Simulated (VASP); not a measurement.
Band structure of SiNi (relaxed from the MnP structure, space group Pnma). All values below come from r2SCAN meta-GGA, VASP's PBE PAW potentials (set 64) (plane waves; VASP 6.6.1).

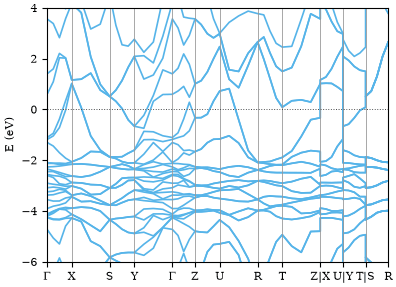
Bands along high-symmetry lines, zero at the valence-band maximum or, without a gap, the Fermi level

Problem. Read the plot: is there a gap, and where are the band edges?

Solution. It has no gap at this level: it comes out as a metal or semimetal.

The structure was generated: SiNi was put into the MnP type (Pnma), a phase also known from measurement. It was relaxed first, which changed the volume by -7 %. The run is not spin-polarised, so no magnetic state was tried.
